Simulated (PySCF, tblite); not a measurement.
**C₅H₈BNS: geometry, infrared bands and NMR shifts**

What infrared bands and NMR shifts should C₅H₈BNS (`[BH3-][S@+](C)[C@H](C#C)C#N`) show?

The runs use tblite 0.8.0 and PySCF 2.14.0, with density-fitted response routines of our own; the level of theory stands in each step. All values are computed, except where a source is named. Atoms are numbered from 0 throughout.

## (1) Starting geometry

16 atoms, charge 0, multiplicity 1; geometry from: force field or distance geometry start.

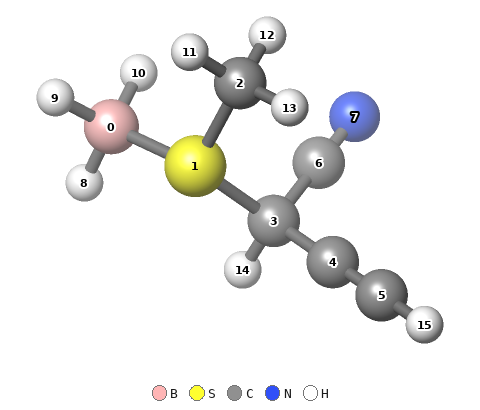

As it starts; boron pink, sulfur yellow, carbon grey, nitrogen blue, hydrogen white, atoms numbered.

## (2) Optimising the geometry with GFN2-xTB

What the job is given:

```
{"job": {"kind": "relax", "xc": "GFN2-xTB", "basis": "xTB"}, "charge": 0, "multiplicity": 1}
B     -2.082500    -0.849100    -0.519600
S     -0.566300    -0.441000     0.446100
C     -0.680100     1.185400     1.154600
C      0.897900    -0.607800    -0.564700
C      2.094000    -0.471300     0.283800
C      3.074400    -0.351200     0.960100
C      0.907300     0.405800    -1.614800
N      0.917800     1.210900    -2.439700
H     -1.963800    -1.919400    -1.026200
H     -3.037500    -0.859000     0.213900
H     -2.255000    -0.023200    -1.364600
H     -1.582000     1.237600     1.814600
H     -0.798200     1.936800     0.347000
H      0.225600     1.412500     1.740800
H      0.900500    -1.613500    -1.020300
H      3.940400    -0.244500     1.577500
```

Launch:

```
> OMP_NUM_THREADS=1 python probes_run.py task.json out
```

One launch serves the whole session: the jobs run in the order shown.

**Question.** This job is followed by: GFN2-xTB harmonic vibrations, gas phase; GIAO PBE0/pcSseg-1 NMR shielding, non-relativistic, gas phase. What will the session give for the following? strongest single infrared mode (GFN2-xTB); zero-point energy (GFN2-xTB); 13C shifts against TMS (PBE0/pcSseg-1); 1H shifts against TMS (PBE0/pcSseg-1, means over atoms taken as alike); 11B shifts against BF3·OEt2 (PBE0/pcSseg-1); 33S shifts against CS2 (PBE0/pcSseg-1); 15N shifts against NH3 (PBE0/pcSseg-1).

The runs gave:

```
                                                              quantity                              value
                             strongest single infrared mode (GFN2-xTB)              1093 cm⁻¹, 258 km/mol
                                          zero-point energy (GFN2-xTB)                      70.6 kcal/mol
                                13C shifts against TMS (PBE0/pcSseg-1)  114.9, 85.5, 77.7, 36.5, 27.9 ppm
1H shifts against TMS (PBE0/pcSseg-1, means over atoms taken as alike)         4.02, 2.53, 2.19, 1.92 ppm
                           11B shifts against BF3·OEt2 (PBE0/pcSseg-1)                          -27.1 ppm
                                33S shifts against CS2 (PBE0/pcSseg-1)                            115 ppm
                                15N shifts against NH3 (PBE0/pcSseg-1)                          317.5 ppm
```

In words: Relaxing lowered the energy by 0.546 eV in 81 steps; the close pair that moved most is B0–S1, from 1.843 to 1.965 Å. All 42 modes are real, so the xTB geometry is a minimum. The strongest single mode, at 1093 cm⁻¹, moves mainly H10, H9 and H8. Unscaled tight-binding wavenumbers are off by several per cent, some by more. Its intensities can rank the bands wrongly. The most deshielded carbon is C6 (nitrile carbon), at 114.9 ppm: typical of a nitrile. At PBE0/pcSseg-1: The widest tensor belongs to N7: span 512 ppm, with a paramagnetic part of -388 ppm.
